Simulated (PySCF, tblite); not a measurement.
# C6H13FSSi: geometry, infrared bands and NMR shifts

Aim: predict the infrared bands and NMR shifts of C6H13FSSi (`C=C[Si@@H](F)C(C)(C)CS`).

The runs use tblite 0.8.0 and PySCF 2.14.0, with density-fitted response routines of our own; the level of theory stands in each step. All values are computed, except where a source is named. Atoms are numbered from 0 throughout.

## Step 1: The molecule as given

22 atoms, charge 0, multiplicity 1; geometry from: force field or distance geometry start.

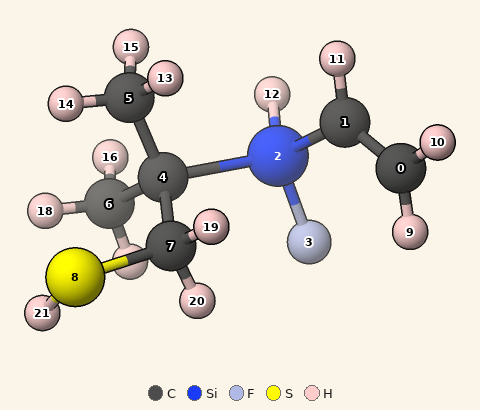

As it starts; carbon dark grey, silicon blue, fluorine light blue, sulfur yellow, hydrogen pink, atoms numbered.

## Step 2: Geometry optimisation with GFN2-xTB

Job settings and geometry (Å):

```
{"job": {"kind": "relax", "xc": "GFN2-xTB", "basis": "xTB"}, "charge": 0, "multiplicity": 1}
C      3.311500     0.034900     0.589700
C      2.248000     0.873800     0.613200
Si     0.953300     1.017200    -0.655000
F      1.431400     0.275300    -1.998100
C     -0.739700     0.041300    -0.067100
C     -1.248300     0.678000     1.239400
C     -1.803500     0.240400    -1.183700
C     -0.352200    -1.448900     0.113300
S     -1.717100    -2.550900     0.631800
H      3.474500    -0.646900    -0.232900
H      4.024400     0.025000     1.398700
H      2.120100     1.536800     1.467400
H      0.602300     2.437700    -0.935600
H     -0.523900     0.529600     2.056700
H     -2.203200     0.256400     1.557900
H     -1.401700     1.759500     1.143100
H     -1.977600     1.303600    -1.381800
H     -1.496300    -0.239700    -2.120200
H     -2.769400    -0.189900    -0.885200
H      0.429500    -1.555400     0.875300
H      0.040700    -1.860900    -0.818900
H     -2.413500    -2.497500    -0.516600
```

Started as:

```sh
> OMP_NUM_THREADS=1 python probes_run.py task.json out
```

One launch serves the whole session: the jobs run in the order shown.

What it wrote:

```text
step      E/eV     max force
  0    -794.35872    2.340
  1    -794.46582    1.600
  2    -794.51999    0.565
  3    -794.54518    0.388
  4    -794.56523    0.308
  5    -794.57718    0.358
  6    -794.58695    0.275
  7    -794.59340    0.200
  8    -794.59833    0.176
  9    -794.60131    0.117
 10    -794.60331    0.093
 11    -794.60482    0.090
 12    -794.60625    0.105
 13    -794.60761    0.083
 14    -794.60872    0.071
 15    -794.60946    0.044
 16    -794.60997    0.052
 17    -794.61044    0.068
 18    -794.61093    0.063
 19    -794.61143    0.050
 20    -794.61194    0.055
 21    -794.61247    0.055
 22    -794.61295    0.058
 23    -794.61337    0.042
 24    -794.61371    0.037
 25    -794.61401    0.038
 26    -794.61426    0.032
 27    -794.61441    0.025
 28    -794.61452    0.024
 29    -794.61463    0.023
 30    -794.61476    0.030
 31    -794.61492    0.032
 32    -794.61507    0.037
 33    -794.61521    0.033
 34    -794.61534    0.026
 35    -794.61547    0.033
 36    -794.61558    0.027
 37    -794.61564    0.018
 38    -794.61568    0.012
 39    -794.61572    0.015
 40    -794.61576    0.018
 41    -794.61581    0.020
 42    -794.61586    0.017
 43    -794.61590    0.013
 44    -794.61593    0.012
 45    -794.61597    0.013
 46    -794.61601    0.017
 47    -794.61604    0.013
 48    -794.61607    0.012
 49    -794.61609    0.011
 50    -794.61612    0.014
 51    -794.61614    0.016
 52    -794.61617    0.012
 53    -794.61619    0.010
```

It took 0.89 s on 1 thread of Arm Neoverse N1, shared host; peak memory 0.18 GiB.

The steps of the relaxation: (not every step is listed)

| step | energy from step 0 (eV) | largest force (eV/Å) |
| --- | --- | --- |
| 0 | 0.0000 | 2.3400 |
| 1 | -0.1071 | 1.6004 |
| 2 | -0.1613 | 0.5649 |
| 3 | -0.1865 | 0.3876 |
| 4 | -0.2065 | 0.3077 |
| 5 | -0.2185 | 0.3582 |
| 6 | -0.2282 | 0.2753 |
| 7 | -0.2347 | 0.2004 |
| 8 | -0.2396 | 0.1755 |
| 12 | -0.2475 | 0.1053 |
| 16 | -0.2513 | 0.0518 |
| 20 | -0.2532 | 0.0549 |
| 24 | -0.2550 | 0.0372 |
| 28 | -0.2558 | 0.0240 |
| 32 | -0.2563 | 0.0367 |
| 36 | -0.2569 | 0.0270 |
| 40 | -0.2570 | 0.0185 |
| 44 | -0.2572 | 0.0124 |
| 48 | -0.2574 | 0.0116 |
| 49 | -0.2574 | 0.0109 |
| 50 | -0.2574 | 0.0136 |
| 51 | -0.2574 | 0.0158 |
| 52 | -0.2575 | 0.0122 |
| 53 | -0.2575 | 0.0096 |

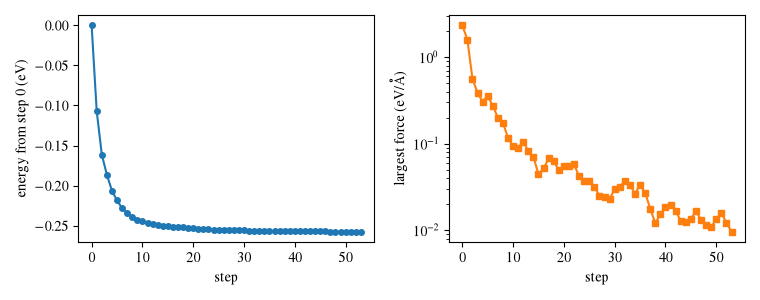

Energy and largest force along the relaxation.

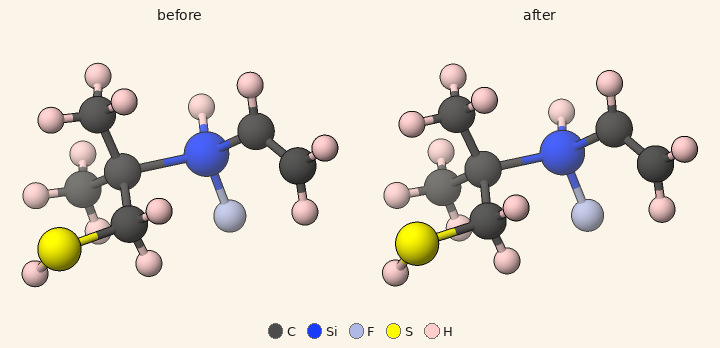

Before and after, at one scale.

Distances of close pairs at the start and the end, largest changes first:

| bond | before (Å) | after (Å) | change (Å) |
| --- | --- | --- | --- |
| Si2–C4 | 2.041 | 1.923 | -0.118 |
| C1–Si2 | 1.818 | 1.876 | +0.058 |
| Si2–H12 | 1.490 | 1.456 | -0.034 |
| C0–C1 | 1.355 | 1.325 | -0.029 |
| C4–C6 | 1.555 | 1.531 | -0.024 |
| C4–C7 | 1.550 | 1.529 | -0.021 |
| Si2–F3 | 1.607 | 1.622 | +0.014 |
| C5–H13 | 1.102 | 1.088 | -0.014 |

The next job starts from the end point, and lists it.

## Step 3: Infrared spectrum with GFN2-xTB

Job settings and geometry (Å):

```
{"job": {"kind": "ir", "xc": "GFN2-xTB", "basis": "xTB"}, "charge": 0, "multiplicity": 1}
C      3.283714     0.053555     0.586162
C      2.240917     0.866630     0.677238
Si     0.894332     0.999544    -0.622760
F      1.417061     0.231743    -1.951864
C     -0.710771     0.087004    -0.085592
C     -1.237882     0.661906     1.229956
C     -1.780000     0.249870    -1.168670
C     -0.364293    -1.390426     0.101202
S     -1.753634    -2.453879     0.652219
H      3.422868    -0.586286    -0.269568
H      4.042322    -0.006908     1.351386
H      2.150274     1.493270     1.555310
H      0.627614     2.358477    -1.071986
H     -0.498448     0.562044     2.021915
H     -2.138098     0.132013     1.538750
H     -1.482921     1.715563     1.118288
H     -1.985655     1.303527    -1.344100
H     -1.450996    -0.194136    -2.106472
H     -2.712247    -0.224997    -0.864178
H      0.383336    -1.509856     0.886342
H      0.019984    -1.826585    -0.820164
H     -2.377889    -2.502688    -0.521817
```

What it wrote:

```text
mode    cm-1     km/mol
  1      31.7      0.93
  2      35.5      0.32
  3      75.2      3.58
  4     113.4      6.69
  5     125.2      0.85
  6     150.4      6.19
  7     192.7     12.96
  8     209.7      6.53
  9     230.0     12.09
 10     251.8      1.48
 11     264.1      3.06
 12     294.3      9.74
 13     342.1     18.97
 14     373.4      9.21
 15     381.5      5.23
 16     409.1      7.45
 17     495.4     25.99
 18     618.7     49.73
 19     639.3     84.55
 20     668.2    120.17
 21     705.5      2.74
 22     737.0    157.96
 23     771.6      1.38
 24     806.5    218.54
 25     882.8     44.16
 26     920.0      5.44
 27     925.7     15.53
 28     973.1      0.75
 29     994.9      7.81
 30    1009.4      6.89
 31    1025.0      2.21
 32    1030.3     20.57
 33    1119.4      3.09
 34    1170.9      1.78
 35    1218.4      1.64
 36    1250.9      1.87
 37    1272.1     13.81
 38    1278.5      0.79
 39    1410.1      6.31
 40    1415.1      2.97
 41    1423.5      6.92
 42    1445.1      0.07
 43    1495.8      0.87
 44    1500.8      0.74
 45    1509.7      4.45
 46    1512.6      9.71
 47    1662.4     19.54
 48    2319.6    294.15
 49    2441.0    118.81
 50    2986.1     13.89
 51    2989.8     11.37
 52    3004.2     31.06
 53    3014.3     43.44
 54    3021.9     24.89
 55    3026.2     26.04
 56    3031.8     27.61
 57    3035.1     42.05
 58    3042.8     31.42
 59    3080.5     30.22
 60    3114.4     32.07
```

It took 2 s on 1 thread of Arm Neoverse N1, shared host; peak memory 0.18 GiB.

Which atoms move in the most intense modes:

| cm⁻¹ | km/mol | atoms |
| --- | --- | --- |
| 619 | 49.7 | H12 66 % |
| 639 | 84.5 | H12 57 % |
| 668 | 120.2 | H12 41 %, Si2 11 %, F3 10 % |
| 737 | 158.0 | Si2 37 %, C1 18 %, F3 11 % |
| 806 | 218.5 | Si2 47 %, F3 39 % |
| 883 | 44.2 | C7 22 %, C4 21 %, C6 11 % |
| 2320 | 294.1 | H12 97 % |
| 2441 | 118.8 | H21 97 % |

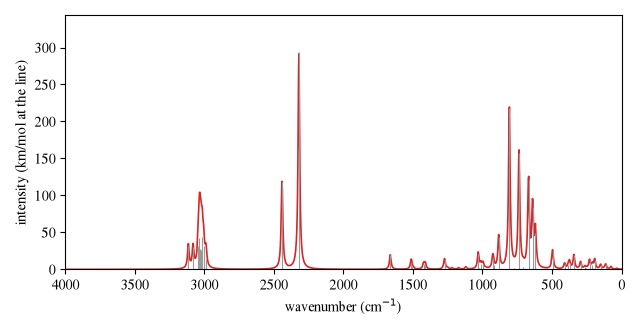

The infrared spectrum from these modes, unscaled. Lines are broadened to a width of 14 cm⁻¹ (Lorentzian).

## Step 4: Nuclear shieldings: PBE0/pcSseg-1

The job, as its differences from that of step 3:

```diff
@@ -1,2 +1,2 @@
-{"job": {"kind": "ir", "xc": "GFN2-xTB", "basis": "xTB"}, "charge": 0, "multiplicity": 1}
+{"job": {"kind": "nmr", "xc": "PBE0", "basis": "pcSseg-1"}, "charge": 0, "multiplicity": 1}
 C      3.283714     0.053555     0.586162
```

Level: GIAO PBE0/pcSseg-1 NMR shielding, non-relativistic, gas phase.

What it wrote:

```text
coarse grid: 18912 points
cycle   1  E = -1023.1680359255  dE =  7.601e-01  |g| = 6.617e-01  |ddm| = 4.147e+00
cycle   2  E = -1023.1187485408  dE =  4.929e-02  |g| = 8.954e-01  |ddm| = 1.301e+00
cycle   3  E = -1023.2583149134  dE = -1.396e-01  |g| = 9.220e-02  |ddm| = 7.673e-01
cycle   4  E = -1023.2597666211  dE = -1.452e-03  |g| = 3.376e-02  |ddm| = 1.023e-01
cycle   5  E = -1023.2599879190  dE = -2.213e-04  |g| = 1.001e-02  |ddm| = 3.416e-02
cycle   6  E = -1023.2600098119  dE = -2.189e-05  |g| = 4.132e-03  |ddm| = 1.279e-02
cycle   7  E = -1023.2600140926  dE = -4.281e-06  |g| = 7.310e-04  |ddm| = 3.738e-03
final grid: 172360 points
cycle   8  E = -1023.3224326565  dE = -6.117e-05  |g| = 1.013e-02  |ddm| = 3.856e-02
cycle   9  E = -1023.3224168904  dE =  1.577e-05  |g| = 1.275e-02  |ddm| = 2.122e-02
cycle  10  E = -1023.3224587592  dE = -4.187e-05  |g| = 1.343e-03  |ddm| = 1.329e-02
cycle  11  E = -1023.3224591830  dE = -4.238e-07  |g| = 2.994e-04  |ddm| = 1.688e-03
cycle  12  E = -1023.3224592025  dE = -1.957e-08  |g| = 6.615e-05  |ddm| = 2.745e-04
cycle  13  E = -1023.3224592032  dE = -6.751e-10  |g| = 3.785e-05  |ddm| = 1.016e-04
cycle  14  E = -1023.3224592035  dE = -2.995e-10  |g| = 7.488e-06  |ddm| = 3.436e-05
converged SCF energy = -1023.3224592035

GIAO shielding tensors (ppm)
atom      isotropic    diamagn.    paramagn.     s11        s22        s33       span
  0 C       40.605     253.082    -212.478    -89.216     36.727    174.303    263.519
  1 C       49.160     264.614    -215.454    -65.764     40.792    172.452    238.216
  2 Si     336.958     881.165    -544.207    308.673    333.970    368.231     59.558
  3 F      395.089     472.080     -76.991    371.824    399.524    413.920     42.097
  4 C      159.990     252.190     -92.200    149.584    163.128    167.258     17.674
  5 C      167.500     249.518     -82.019    148.686    163.688    190.125     41.439
  6 C      165.261     248.557     -83.297    150.072    158.114    187.595     37.523
  7 C      147.506     251.560    -104.053    121.141    151.850    169.529     48.388
  8 S      672.722    1056.161    -383.439    552.713    609.107    856.346    303.632
  9 H       25.276      31.790      -6.514     20.847     24.392     30.588      9.741
 10 H       24.987      28.027      -3.040     21.547     24.724     28.689      7.141
 11 H       25.526      31.959      -6.433     22.960     25.024     28.595      5.635
 12 H       26.519      30.616      -4.096     23.407     24.473     31.677      8.270
 13 H       31.404      33.005      -1.601     26.481     29.026     38.706     12.224
 14 H       29.628      31.798      -2.171     24.420     30.263     34.200      9.780
 15 H       31.168      32.124      -0.955     27.094     28.415     37.996     10.902
 16 H       30.798      31.498      -0.700     26.576     28.095     37.724     11.149
 17 H       30.836      32.055      -1.218     26.419     28.166     37.924     11.505
 18 H       30.350      32.632      -2.282     25.342     30.660     35.047      9.706
 19 H       29.331      34.065      -4.734     21.595     30.389     36.009     14.414
 20 H       28.677      33.946      -5.268     20.806     30.493     34.732     13.926
 21 H       30.503      31.122      -0.619     21.996     28.888     40.627     18.631
```

Wall time 1.7 min (1 thread of Arm Neoverse N1, shared host); peak memory 1.1 GiB.

The references, computed at this level on geometries of the same kind, shield at (ppm): 1H TMS 31.72, 13C TMS 186.9, 29Si TMS 349.2, 19F CFCl3 170.9, 33S CS2 504. Their shielding less the atom's gives the shift. The references are single molecules in the gas phase, so shifts against H2O, NH3, PH3, H3PO4 or CFCl3 are not on the usual liquid scales and can be off by tens of ppm. Atoms listed in one row are averaged.

| atoms | environment | σ (ppm) | δ (ppm) | δ scaled to CDCl3 |
| --- | --- | --- | --- | --- |
| C0 | terminal =CH2 carbon | 40.6 | 146.3 | 140.9 |
| C1 | alkene CH | 49.2 | 137.8 | 132.5 |
| C7 | sp3 CH2 bonded to S | 147.5 | 39.4 | 32.1 |
| C4 | fully substituted sp3 carbon bonded to Si | 160.0 | 26.9 | 24.4 |
| C6 | methyl carbon | 165.3 | 21.7 | 19.2 |
| C5 | methyl carbon | 167.5 | 19.4 | 17.0 |
| H10 | hydrogen on a terminal =CH2 carbon | 24.99 | 6.73 | 6.45 |
| H9 | hydrogen on a terminal =CH2 carbon | 25.28 | 6.44 | 6.18 |
| H11 | hydrogen on an alkene CH | 25.53 | 6.19 | 5.94 |
| H12 | hydrogen on a silicon bonded to 2 C, F | 26.52 | 5.20 | – |
| H20 | hydrogen on an sp3 CH2 bonded to S | 28.68 | 3.04 | 2.97 |
| H19 | hydrogen on an sp3 CH2 bonded to S | 29.33 | 2.39 | 2.36 |
| H21 | hydrogen on a thiol sulfur | 30.50 | 1.21 | – |
| H16, H17, H18 | hydrogen on a methyl carbon | 30.66 | 1.06 | 1.10 |
| H13, H14, H15 | hydrogen on a methyl carbon | 30.73 | 0.98 | 1.03 |
| Si2 | silicon bonded to 2 C, F, H | 337.0 | 12.2 | – |
| F3 | fluorine bonded to Si | 395.1 | -224.1 | – |
| S8 | thiol sulfur | 673 | -169 | – |

The scaled column applies a straight-line fit of computed shieldings to shifts measured in CDCl3, with any fitted terms for Cl, Br or S neighbours, and one for carbons that bear F (root-mean-square error 0.16 ppm for H, 1.9 ppm for C).

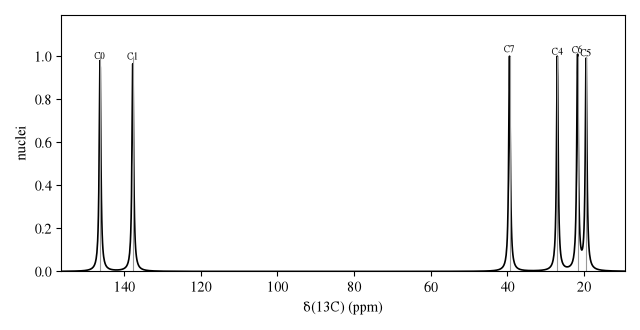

13C lines at the computed shifts, without couplings. Lines are broadened to a width of 0.51 ppm (Lorentzian).

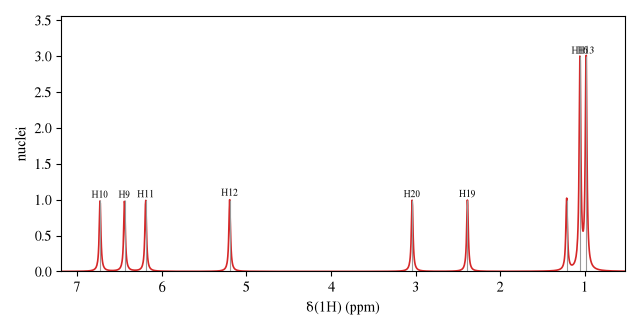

1H lines at the computed shifts, without couplings. Lines are broadened to a width of 0.02 ppm (Lorentzian).

Charges from the same density, by scheme (e):

| atoms | Mulliken | IAO | Hirshfeld | ESP fit |
| --- | --- | --- | --- | --- |
| C0 | -0.15 | -0.26 | -0.07 | -0.35 |
| C1 | -0.53 | -0.46 | -0.14 | -0.21 |
| Si2 | 1.14 | 1.19 | 0.44 | 0.46 |
| F3 | -0.44 | -0.54 | -0.20 | -0.29 |
| C4 | -0.75 | -0.23 | -0.07 | 0.43 |
| C5 | -0.17 | -0.42 | -0.13 | -0.12 |
| C6 | -0.18 | -0.42 | -0.12 | -0.40 |
| C7 | -0.28 | -0.33 | -0.07 | -0.32 |
| S8 | -0.11 | -0.08 | -0.04 | -0.33 |

IAO charges:

C0 -0.26; C1 -0.46; Si2 1.19; F3 -0.54; C4 -0.23; C5 -0.42; C6 -0.42; C7 -0.33; S8 -0.08; H9 0.15; H10 0.15; H11 0.16; H12 -0.14; H13 0.13; H14 0.15; H15 0.13; H16 0.14; H17 0.14; H18 0.14; H19 0.15; H20 0.15; H21 0.09

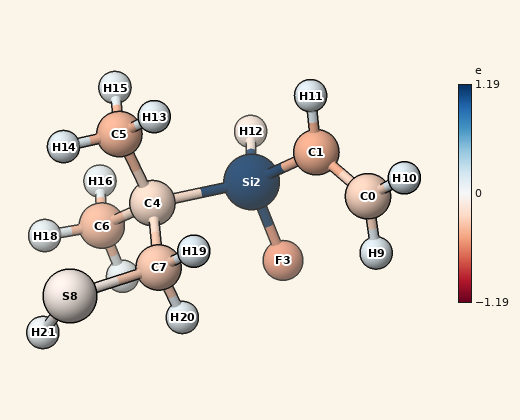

IAO charges, as colours on the atoms.

Mayer bond orders: C0–C1 1.99, C1–Si2 0.87, Si2–F3 0.89, Si2–C4 0.81, C4–C5 1.00, C4–C6 1.01, C4–C7 0.98, C7–S8 1.04.

## Step 5: Outcome

```
                                                              quantity                                                     value
                             strongest single infrared mode (GFN2-xTB)                                     2320 cm⁻¹, 294 km/mol
                                          zero-point energy (GFN2-xTB)                                            107.9 kcal/mol
                                13C shifts against TMS (PBE0/pcSseg-1)                  146.3, 137.8, 39.4, 26.9, 21.7, 19.4 ppm
1H shifts against TMS (PBE0/pcSseg-1, means over atoms taken as alike)  6.73, 6.44, 6.19, 5.20, 3.04, 2.39, 1.21, 1.06, 0.98 ppm
                               29Si shifts against TMS (PBE0/pcSseg-1)                                                  12.2 ppm
                              19F shifts against CFCl3 (PBE0/pcSseg-1)                                                -224.1 ppm
                                33S shifts against CS2 (PBE0/pcSseg-1)                                                  -169 ppm
```

In words: The optimisation took 53 steps and gained 0.257 eV; among the close pairs (by a distance rule), Si2–C4 changed most, from 2.041 to 1.923 Å. All 60 modes are real, so the xTB geometry is a minimum. The strongest single mode, at 2320 cm⁻¹, moves mainly H12. Unscaled tight-binding wavenumbers are off by several per cent, some by more. Its intensities can rank the bands wrongly. C0 (terminal =CH2 carbon) lies farthest downfield among carbon, at 146.3 ppm; as expected for a trigonal carbon in a double bond. At PBE0/pcSseg-1: The widest tensor belongs to S8: span 304 ppm, with a paramagnetic part of -383 ppm.
